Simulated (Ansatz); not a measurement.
# CH₄Al−: an energy map over bond length C1–Al2 and dihedral H3–C1–Al2–H5

How does the energy of CH₄Al, SMILES [CH2-][AlH2], charge −1 change over two coordinates at once? A grid of runs gives the map.

Method: RKS PBE0-D4/def2-TZVPD; program: Ansatz 0.2.0.

## 1. The system as given

SMILES `[CH2-][AlH2]`, 6 atoms, charge -1, spin multiplicity 1.

Atoms are counted from 1 here; the program's logs count them from 0.

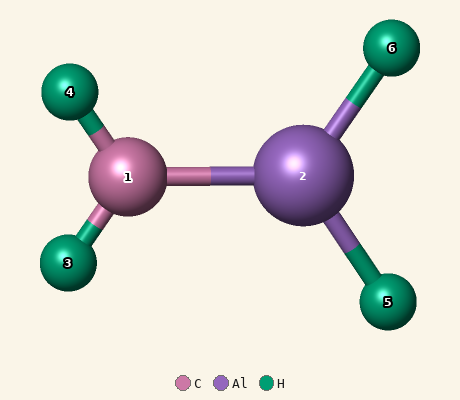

Start geometry, drawn with carbon pink, aluminium purple, hydrogen teal; atoms are numbered from 1 in the order of the file.

Coordinates:

```csv
atom,x (Å),y (Å),z (Å)
C1,-0.09326,-1.02056,0.02474
Al2,0.07563,0.82581,-0.01796
H3,-0.31938,-1.64289,-0.86538
H4,0.01852,-1.63811,0.93949
H5,-0.09213,1.72796,-1.38019
H6,0.41063,1.74778,1.29929
```

This geometry comes from a loose relaxation at PBE in a small basis, which is not shown.

## 2. The minimum at this level

The input, input.yaml:

```yaml
crystal:
  periodic: [false, false, false]
  atoms:
    - { symbol: C, position_ang: [-0.09326, -1.020561, 0.024736] }
    - { symbol: Al, position_ang: [0.07563, 0.82581, -0.017958] }
    - { symbol: H, position_ang: [-0.319384, -1.642894, -0.865384] }
    - { symbol: H, position_ang: [0.018518, -1.638112, 0.939489] }
    - { symbol: H, position_ang: [-0.092131, 1.727964, -1.380187] }
    - { symbol: H, position_ang: [0.410628, 1.747783, 1.299294] }
total_charge: -1
basis:
  gaussian: { orbitals: def2-TZVPD }
hamiltonian:
  xc: pbe0
  dispersion: d4
output:
  forces: true
relax:
  f_tol: 0.003
  max_steps: 120
```

On the command line:

```bash
$ ansatz run input.yaml --threads 1 --pin off --max-ram 2560MiB --backend cpu --events-out ev --progress --plain --runs-dir out
```

The program printed, cut to the lines that bear on the results:

```text
Warning: RAYON_NUM_THREADS=1 ignored (pool sized by the plan → 1); use --threads N
[...]
Functional definition: PBE0
[...]
672 factors; their error is unknown
[...]
mean field -7694.34886050 eV, -282.7621052065 hartree, gradient 2.9e-5 eV, S^2 0.000000; 0 other end points of the search recorded, 0 dependent functions left out
[...]
reference -7694.34889956 eV, -282.7621066417 hartree; 12, 12 occupied and 104, 104 virtual orbitals, 672 factors
relax step   1: F+E_penalty+E_count = -7694.43315674 eV  Δ(F+E_penalty+E_count) = +0.000e0 eV  max|allowed force component| = 4.391e-1 eV/Å  Δτ_max = 0.0000 Å  (25 SCF iters, accepted)
[...]
relax step   3: F+E_penalty+E_count = -7694.44745266 eV  Δ(F+E_penalty+E_count) = -1.195e-3 eV  max|allowed force component| = 1.312e-2 eV/Å  Δτ_max = 0.0073 Å  (30 SCF iters, accepted)
[...]
relax step   4: F+E_penalty+E_count = -7694.44746565 eV  Δ(F+E_penalty+E_count) = -1.299e-5 eV  max|allowed force component| = 1.884e-3 eV/Å  Δτ_max = 0.0021 Å  (22 SCF iters, accepted)
672 factors; their error is unknown
mean field -7694.36284713 eV, -282.7626192057 hartree, gradient 1.0e-5 eV, S^2 0.000000; 1 other end points of the search recorded, 0 dependent functions left out
[...]
reference -7694.36288609 eV, -282.7626206372 hartree; 12, 12 occupied and 104, 104 virtual orbitals, 672 factors
Total energy: -7694.44750460 eV, -282.7657303104 hartree
Atom 0 at    -0.092926    -1.013880     0.023400 Å, force     0.000331     0.001884     0.000253 eV/Å
Atom 1 at     0.074659     0.814474    -0.018611 Å, force     0.000044     0.001462    -0.000557 eV/Å
Atom 2 at    -0.315462    -1.629207    -0.851854 Å, force    -0.000035    -0.001178     0.001098 eV/Å
Atom 3 at     0.017789    -1.619188     0.926479 Å, force    -0.000252    -0.001153    -0.000979 eV/Å
Atom 4 at    -0.091071     1.715898    -1.367587 Å, force     0.000019    -0.000286     0.000011 eV/Å
Atom 5 at     0.407012     1.731893     1.288162 Å, force    -0.000106    -0.000729     0.000173 eV/Å
Dipole moment:     0.002588     0.027773    -0.000514 e Å
```

It took 4 s on 1 thread of AMD EPYC 9R45 (Zen 5), shared host; peak memory 0.19 GiB.

The steps of the relaxation:

```csv
step,energy from step 1 (eV),largest force component (eV/Å)
1,0.0000,0.4391
2,-0.0131,0.1398
3,-0.0143,0.0131
4,-0.0143,0.0019
```

Close pairs (by a distance rule), those that changed most:

```csv
bond,before (Å),after (Å),change (Å)
C1–Al2,1.855,1.836,-0.018
C1–H3,1.109,1.093,-0.017
C1–H4,1.109,1.093,-0.017
Al2–H5,1.642,1.631,-0.012
Al2–H6,1.642,1.631,-0.011
```

## 3. The grid

- bond length C1–Al2: 15 values from 1.506 to 2.755 Å
- dihedral H3–C1–Al2–H5: 15 values from −180 to 156 °, periodic

Nothing else is relaxed (all other coordinates rigid). Energies count from the relaxed molecule at the same level. Points are written as (first, second).

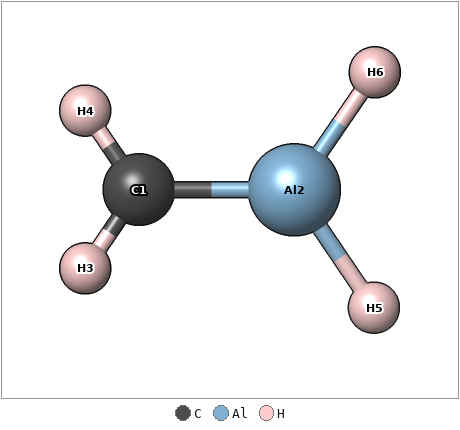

The geometry at (1.774 Å, 12°).

Below, 2 of the grid's runs; all are launched alike.

## 4. Point (1.863 Å, −180°)

The input, input.yaml:

```yaml
crystal:
  periodic: [false, false, false]
  atoms:
    - { symbol: C, position_ang: [-0.092926, -1.01388, 0.0234] }
    - { symbol: Al, position_ang: [0.077077, 0.840858, -0.019217] }
    - { symbol: H, position_ang: [-0.315462, -1.629207, -0.851854] }
    - { symbol: H, position_ang: [0.017789, -1.619188, 0.926479] }
    - { symbol: H, position_ang: [0.409236, 1.757678, 1.288023] }
    - { symbol: H, position_ang: [-0.088282, 1.742882, -1.367838] }
total_charge: -1
basis:
  gaussian: { orbitals: def2-TZVPD }
hamiltonian:
  xc: pbe0
  dispersion: d4
output:
  forces: true
```

On the command line:

```bash
$ ansatz run input.yaml --threads 1 --pin off --max-ram 2560MiB --backend cpu --events-out ev --progress --plain --runs-dir out
```

The program printed, cut to the lines that bear on the results:

```text
Warning: RAYON_NUM_THREADS=1 ignored (pool sized by the plan → 1); use --threads N
[...]
[... 1 set-up line as earlier in the session ...]
[...]
672 factors; their error is unknown
[...]
mean field -7694.35562682 eV, -282.7623538641 hartree, gradient 2.6e-5 eV, S^2 0.000000; 0 other end points of the search recorded, 0 dependent functions left out
[...]
reference -7694.35566572 eV, -282.7623552937 hartree; 12, 12 occupied and 104, 104 virtual orbitals, 672 factors
Total energy: -7694.43984035 eV, -282.7654486541 hartree
Atom 0 at    -0.092926    -1.013880     0.023400 Å, force     0.048335     0.528464    -0.013236 eV/Å
Atom 1 at     0.077077     0.840858    -0.019217 Å, force    -0.048884    -0.535962     0.013421 eV/Å
Atom 2 at    -0.315462    -1.629207    -0.851854 Å, force     0.000332     0.018154    -0.007528 eV/Å
Atom 3 at     0.017789    -1.619188     0.926479 Å, force     0.002996     0.018831     0.006843 eV/Å
Atom 4 at     0.409236     1.757678     1.288023 Å, force    -0.002775    -0.014432    -0.007484 eV/Å
Atom 5 at    -0.088282     1.742882    -1.367838 Å, force    -0.000004    -0.015054     0.007984 eV/Å
Dipole moment:     0.003848     0.042165    -0.001147 e Å
```

It took 0.81 s on 1 thread of AMD EPYC 9R45 (Zen 5), shared host; peak memory 0.18 GiB.

That is 0.18 kcal/mol from the zero.

## 5. The run at (1.774 Å, 12°)

The input, input.yaml:

```yaml
crystal:
  periodic: [false, false, false]
  atoms:
    - { symbol: C, position_ang: [-0.092926, -1.01388, 0.0234] }
    - { symbol: Al, position_ang: [0.068955, 0.752252, -0.017181] }
    - { symbol: H, position_ang: [-0.315462, -1.629207, -0.851854] }
    - { symbol: H, position_ang: [0.017789, -1.619188, 0.926479] }
    - { symbol: H, position_ang: [-0.366057, 1.680204, -1.285817] }
    - { symbol: H, position_ang: [0.670508, 1.643151, 1.209279] }
total_charge: -1
basis:
  gaussian: { orbitals: def2-TZVPD }
hamiltonian:
  xc: pbe0
  dispersion: d4
output:
  forces: true
```

On the command line:

```bash
$ ansatz run input.yaml --threads 1 --pin off --max-ram 2560MiB --backend cpu --events-out ev --progress --plain --runs-dir out
```

The program printed, cut to the lines that bear on the results:

```text
Warning: RAYON_NUM_THREADS=1 ignored (pool sized by the plan → 1); use --threads N
[...]
[... 1 set-up line as earlier in the session ...]
[...]
672 factors; their error is unknown
[...]
mean field -7694.28301357 eV, -282.7596853765 hartree, gradient 2.3e-5 eV, S^2 0.000000; 0 other end points of the search recorded, 0 dependent functions left out
[...]
reference -7694.28305264 eV, -282.7596868122 hartree; 12, 12 occupied and 104, 104 virtual orbitals, 672 factors
Total energy: -7694.36870273 eV, -282.7628343949 hartree
Atom 0 at    -0.092926    -1.013880     0.023400 Å, force    -0.140380    -1.534022     0.035570 eV/Å
Atom 1 at     0.068955     0.752252    -0.017181 Å, force     0.141820     1.549320    -0.036117 eV/Å
Atom 2 at    -0.315462    -1.629207    -0.851854 Å, force    -0.156258    -0.035739     0.052195 eV/Å
Atom 3 at     0.017789    -1.619188     0.926479 Å, force     0.146859    -0.065829    -0.049798 eV/Å
Atom 4 at    -0.366057     1.680204    -1.285817 Å, force     0.094729     0.033716    -0.058947 eV/Å
Atom 5 at     0.670508     1.643151     1.209279 Å, force    -0.086771     0.052554     0.057097 eV/Å
Dipole moment:    -0.000273    -0.003599     0.000206 e Å
```

Wall time 0.81 s (1 thread of AMD EPYC 9R45 (Zen 5), shared host); peak memory 0.18 GiB.

That is 1.8 kcal/mol from the zero.

## 6. The map

120 points were computed, 105 more follow by symmetry. Energies in kcal/mol, from the relaxed molecule at the same level:

| dihedral H3–C1–Al2–H5 (°) ↓, bond length C1–Al2 (Å) → | 1.506 | 1.595 | 1.684 | 1.774 | 1.863 | 1.952 | 2.041 | 2.130 | 2.220 | 2.309 | 2.398 | 2.487 | 2.576 | 2.666 | 2.755 |
| --- | --- | --- | --- | --- | --- | --- | --- | --- | --- | --- | --- | --- | --- | --- | --- |
| 156 | 51 | 25 | 11 | 4 | 3 | 5 | 11 | 17 | 25 | 34 | 42 | 51 | 59 | 68 | 76 |
| 132 | 59 | 33 | 19 | 12 | 10 | 12 | 17 | 24 | 31 | 39 | 47 | 56 | 64 | 72 | 80 |
| 108 | 70 | 44 | 29 | 21 | 20 | 22 | 26 | 32 | 39 | 47 | 55 | 63 | 70 | 78 | 85 |
| 84 | 73 | 47 | 32 | 25 | 23 | 25 | 30 | 36 | 43 | 51 | 59 | 66 | 74 | 81 | 89 |
| 60 | 65 | 39 | 24 | 17 | 15 | 17 | 22 | 28 | 35 | 43 | 51 | 59 | 67 | 75 | 82 |
| 36 | 54 | 29 | 14 | 7 | 6 | 8 | 13 | 20 | 28 | 36 | 44 | 53 | 61 | 69 | 77 |
| 12 | 48 | 23 | 8 | 2 | 1 | 4 | 9 | 16 | 24 | 32 | 41 | 50 | 58 | 67 | 75 |
| −12 | 48 | 23 | 8 | 2 | 1 | 4 | 9 | 16 | 24 | 32 | 41 | 50 | 58 | 67 | 75 |
| −36 | 54 | 29 | 14 | 7 | 6 | 8 | 13 | 20 | 28 | 36 | 44 | 53 | 61 | 69 | 77 |
| −60 | 65 | 39 | 24 | 17 | 15 | 17 | 22 | 28 | 35 | 43 | 51 | 59 | 67 | 75 | 82 |
| −84 | 73 | 47 | 32 | 25 | 23 | 25 | 30 | 36 | 43 | 51 | 59 | 66 | 74 | 81 | 89 |
| −108 | 70 | 44 | 29 | 21 | 20 | 22 | 26 | 32 | 39 | 47 | 55 | 63 | 70 | 78 | 85 |
| −132 | 59 | 33 | 19 | 12 | 10 | 12 | 17 | 24 | 31 | 39 | 47 | 56 | 64 | 72 | 80 |
| −156 | 51 | 25 | 11 | 4 | 3 | 5 | 11 | 17 | 25 | 34 | 42 | 51 | 59 | 68 | 76 |
| −180 | 48 | 22 | 8 | 1 | 0 | 3 | 8 | 15 | 23 | 32 | 41 | 49 | 58 | 66 | 74 |

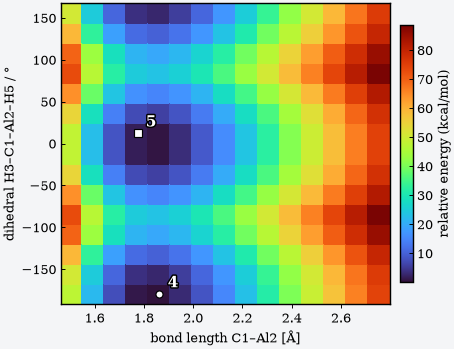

The map; numbers mark the steps of this session that print a point's run. In the figure: one coloured cell a grid point.

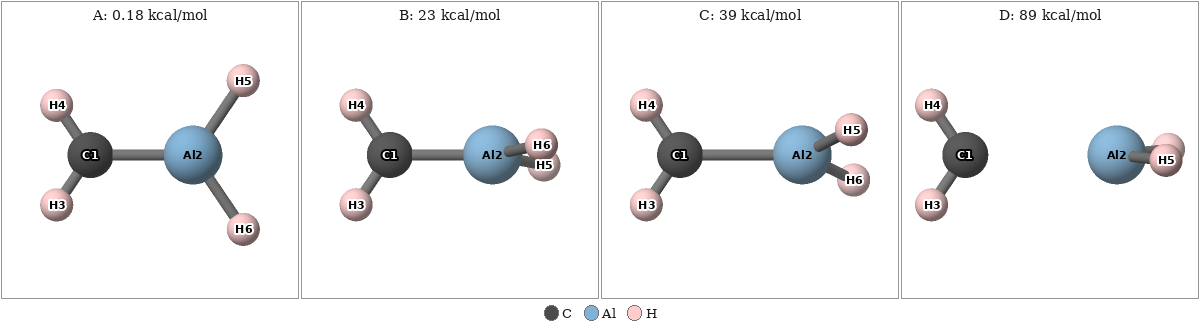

Structures on the grid, at one scale: A at (1.863 Å, −180°); B at (1.863 Å, 84°); C at (2.220 Å, −108°); D at (2.755 Å, −84°).

On the same grid, largest force on an atom (eV/Å):

```tsv
dihedral H3–C1–Al2–H5 (°) ↓, bond length C1–Al2 (Å) →	1.506	1.595	1.684	1.774	1.863	1.952	2.041	2.130	2.220	2.309	2.398	2.487	2.576	2.666	2.755
156	15.4	9.1	4.7	1.6	0.5	1.9	2.8	3.4	3.7	3.8	3.8	3.7	3.6	3.4	3.2
132	15.4	9.1	4.8	1.7	0.5	1.9	2.8	3.3	3.6	3.7	3.7	3.6	3.5	3.3	3.1
108	15.4	9.1	4.8	1.8	0.7	2.0	2.9	3.4	3.7	3.7	3.7	3.6	3.5	3.3	3.1
84	15.3	9.1	4.7	1.7	0.9	2.3	3.1	3.6	3.8	3.9	3.8	3.7	3.5	3.3	3.1
60	15.4	9.2	4.8	1.8	0.6	1.9	2.8	3.3	3.6	3.7	3.7	3.6	3.5	3.3	3.1
36	15.4	9.1	4.7	1.6	0.5	1.9	2.8	3.4	3.7	3.8	3.8	3.7	3.5	3.4	3.2
12	15.5	9.1	4.7	1.6	0.5	1.9	2.8	3.4	3.7	3.8	3.8	3.7	3.6	3.4	3.2
−12	15.5	9.1	4.7	1.6	0.5	1.9	2.8	3.4	3.7	3.8	3.8	3.7	3.6	3.4	3.2
−36	15.4	9.1	4.7	1.6	0.5	1.9	2.8	3.4	3.7	3.8	3.8	3.7	3.5	3.4	3.2
−60	15.4	9.2	4.8	1.8	0.6	1.9	2.8	3.3	3.6	3.7	3.7	3.6	3.5	3.3	3.1
−84	15.3	9.1	4.7	1.7	0.9	2.3	3.1	3.6	3.8	3.9	3.8	3.7	3.5	3.3	3.1
−108	15.4	9.1	4.8	1.8	0.7	2.0	2.9	3.4	3.7	3.7	3.7	3.6	3.5	3.3	3.1
−132	15.4	9.1	4.8	1.7	0.5	1.9	2.8	3.3	3.6	3.7	3.7	3.6	3.5	3.3	3.1
−156	15.4	9.1	4.7	1.6	0.5	1.9	2.8	3.4	3.7	3.8	3.8	3.7	3.6	3.4	3.2
−180	15.5	9.1	4.7	1.6	0.5	1.9	2.8	3.4	3.7	3.8	3.8	3.7	3.6	3.4	3.2
```

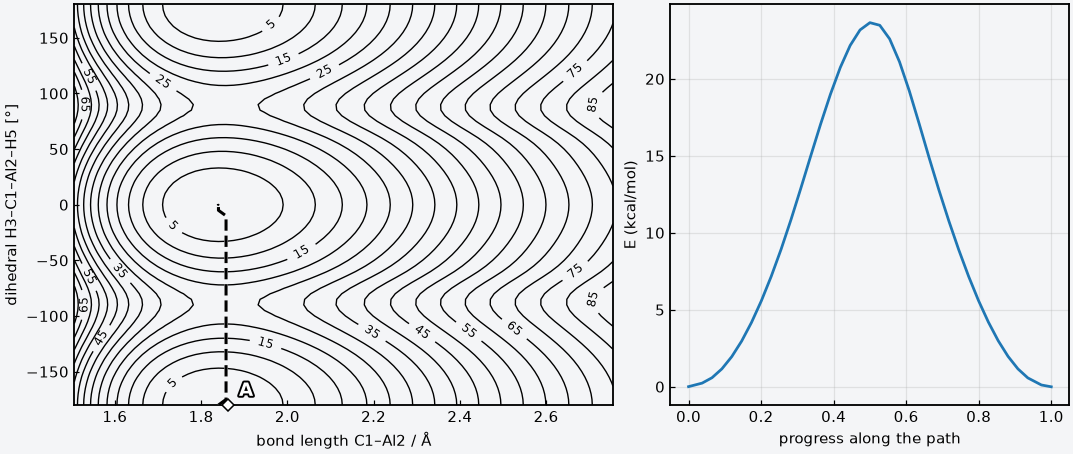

The easiest path on the interpolated surface, from A. Drawn: contour lines labelled in kcal/mol, a line along the lowest path, the energy along the path at the right. Between grid points the surface is interpolated.

## 7. What came out

```
                       quantity                                                                        value
                   lowest point                                              (1.863 Å, −180°), 0.18 kcal/mol
         highest computed point                                (2.755 Å, −84°), 88 kcal/mol above the lowest
largest force on an atom (eV/Å)  0.5 at (1.863 Å, −36°) to 15.5 at (1.506 Å, −180°); 0.5 at the lowest point
        time for the whole task                                             1.9 min on 1 thread, shared host
```

The lowest computed point is at (1.863 Å, −180°), 0.18 kcal/mol from the relaxed molecule at the same level; the map holds 2 wells of about this depth. The grid is coarse, so the lowest point of the scanned range may lie between grid points; coordinates that were held can hide deeper minima. The grid shows no other well, apart from its symmetry copies. The highest computed point, (2.755 Å, −84°), lies 88 kcal/mol above the lowest. On the interpolated surface the easiest way out of the lowest well to the well at (1.863 Å, −12°) passes a barrier of about 24 kcal/mol. Round the minimum the two coordinates are nearly uncoupled.
